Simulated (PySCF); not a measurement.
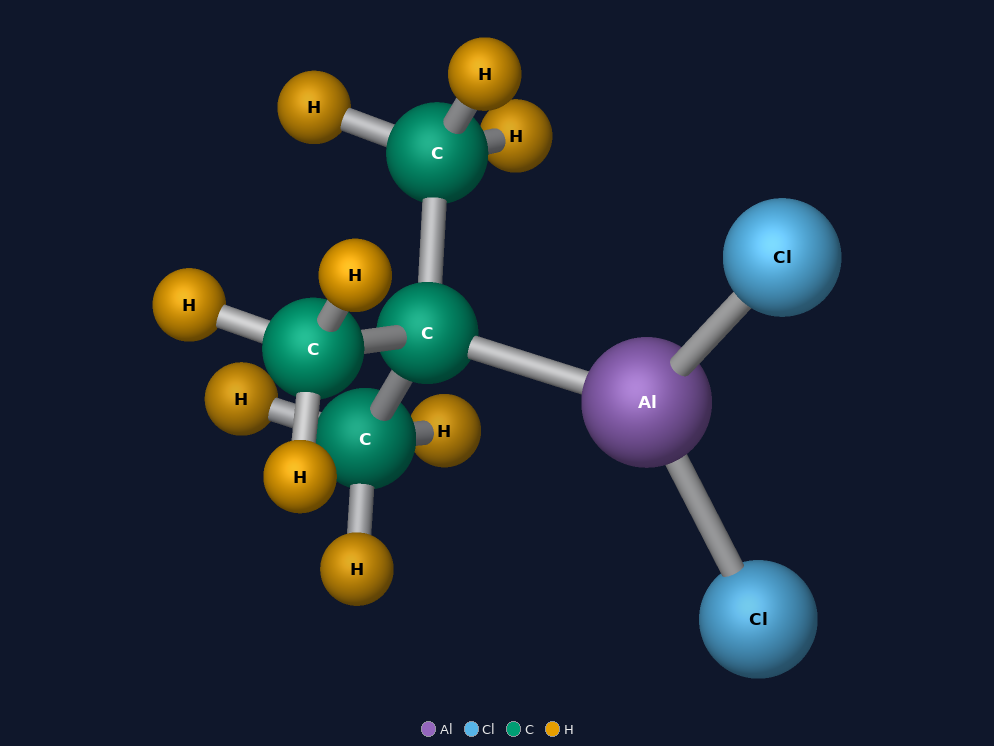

The picture shows a molecular structure as a ball-and-stick model. Every bond is drawn as one stick, whatever its order.

Description:

The molecule is C₄H₉AlCl₂. As SMILES it reads `C[C](C)(C)[Al]([Cl])[Cl]`. Coordination: 1 Al trigonal planar; 4 C tetrahedral.

More results for the same structure follow; atom numbers are the same in all pictures, views and colours differ. Computed geometry: PBE0-D3(BJ)/def2-SVP optimisation. No frequency run is at hand to confirm it as a minimum.

### Geometry

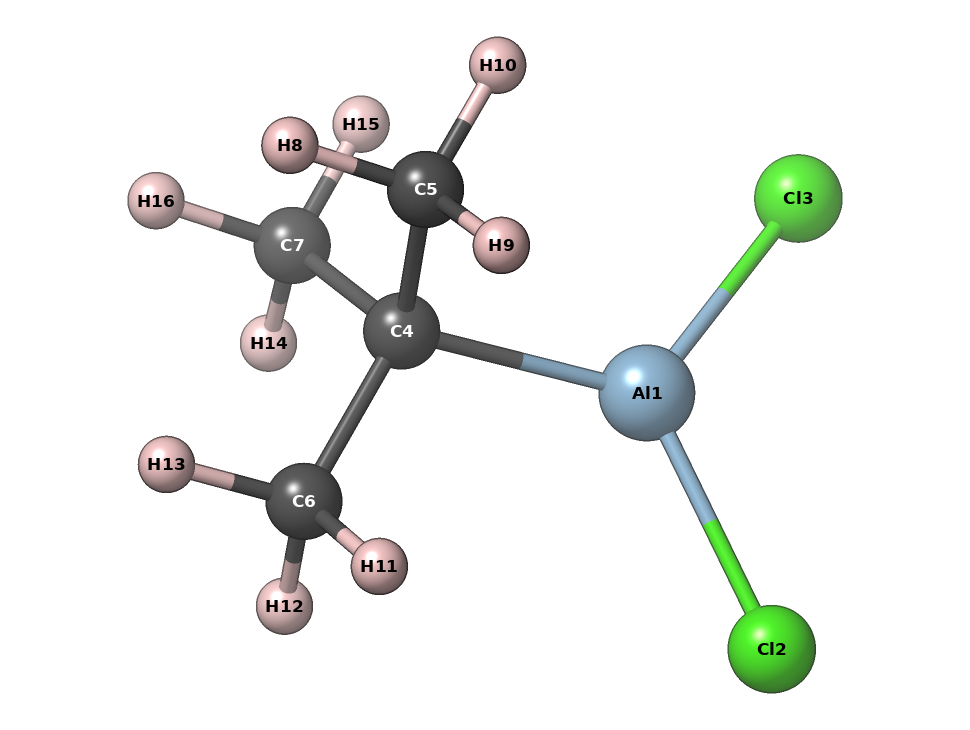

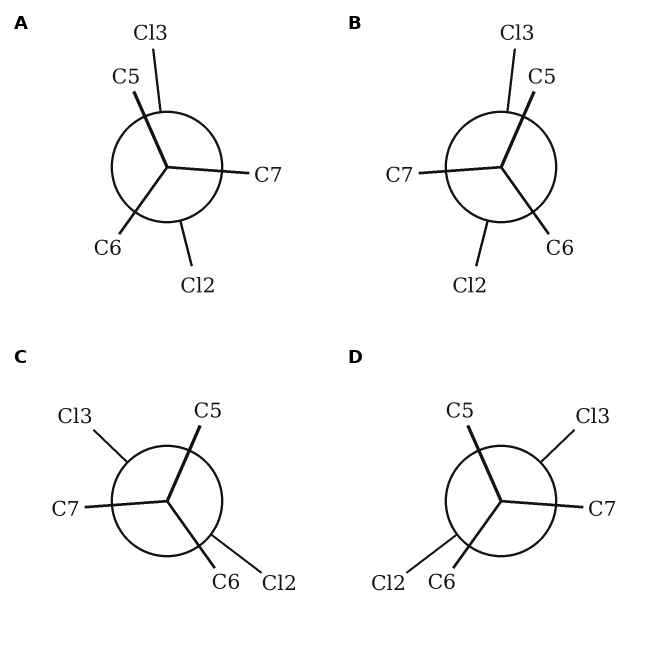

Atoms fade into the background with distance from the viewer. Bonds that would overlap in a projection are set slightly apart. No frequency run is at hand to confirm it as a minimum.

Which Newman projection shows the view along C4–Al1, with C4 in front?

C. The torsion angle C5–C4–Al1–Cl2 is 110°, anticlinal.

### NMR shielding

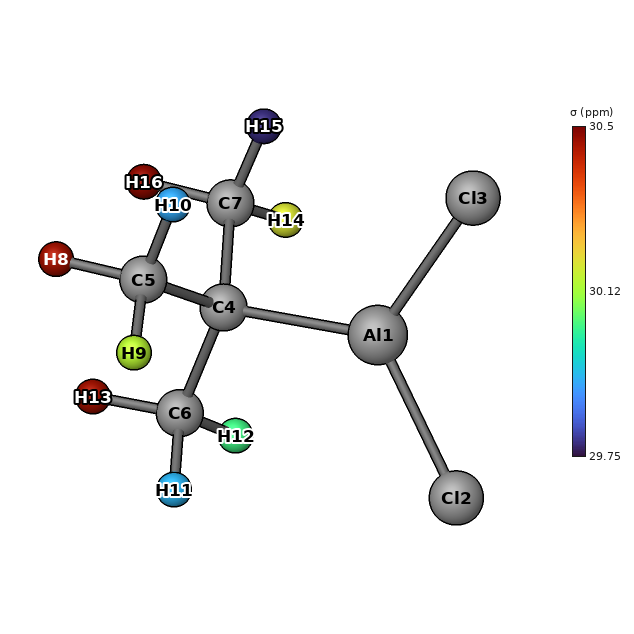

Atoms are coloured by their isotropic NMR shieldings (H only, the others grey). No frequency run is at hand to confirm it as a minimum. Level of theory: GIAO PBE0/pcSseg-1 (pcSseg-2 on Al) NMR shielding, non-relativistic, gas phase (PySCF 2.14.0).

Which H atom is the most shielded (lowest chemical shift)?

H16 (30.48 ppm).

Which H atom is the least shielded (highest chemical shift)?

H15 (29.78 ppm).

How wide is the range of H shifts?

0.70 ppm.

Give the isotropic NMR shieldings of the H atoms atom by atom.

```
atom  σ (ppm)
  H8    30.46
  H9    30.15
 H10    29.92
 H11    29.93
 H12    30.05
 H13    30.46
 H14    30.19
 H15    29.78
 H16    30.48
```

### Levels of theory compared

No frequency run is at hand to confirm it as a minimum. Program: PySCF 2.14.0.

At this fixed geometry, give HOMO–LUMO gap (eV) at these levels: B3LYP/pcSseg-1 (pcSseg-2 on Al); PBE/pcSseg-1 (pcSseg-2 on Al); PBE0/pcSseg-1 (pcSseg-2 on Al); ωB97X-D/def2-SVPD.

```tsv
level	HOMO–LUMO gap (eV)
B3LYP/pcSseg-1 (pcSseg-2 on Al)	6.37
PBE/pcSseg-1 (pcSseg-2 on Al)	4.78
PBE0/pcSseg-1 (pcSseg-2 on Al)	6.74
ωB97X-D/def2-SVPD	10.24
```

### Excitation

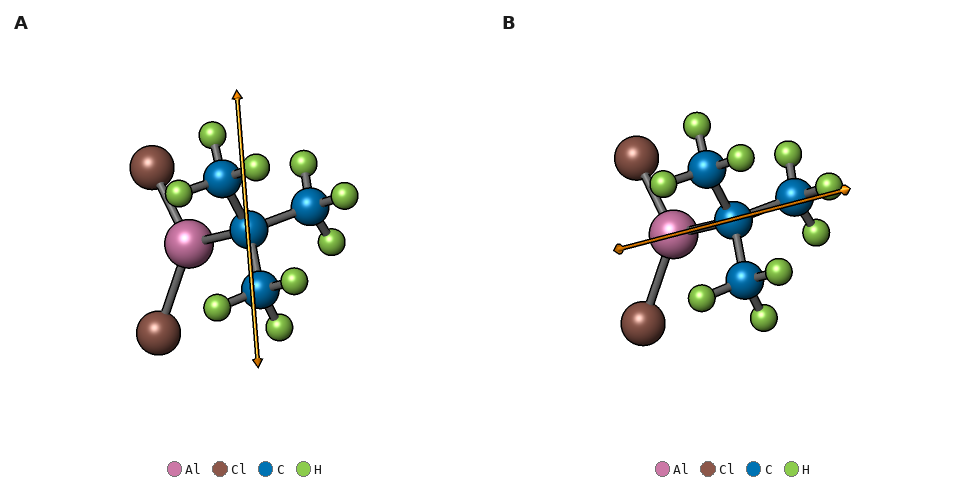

The double arrows show the directions of two transition dipoles from the ground state (lengths mean nothing). No frequency run is at hand to confirm it as a minimum. Method: TDDFT ωB97X-D/def2-SVPD, vertical, gas phase, core orbitals frozen in the response (PySCF 2.14.0).

One belongs to singlet state 2 and one to singlet state 14. Which is which?

A: state 14, 8.24 eV (150 nm), oscillator strength 0.069, mainly HOMO → LUMO+3 (weight 0.50).
B: state 2, 6.30 eV (197 nm), oscillator strength 0.15, mainly HOMO → LUMO (weight 0.74).
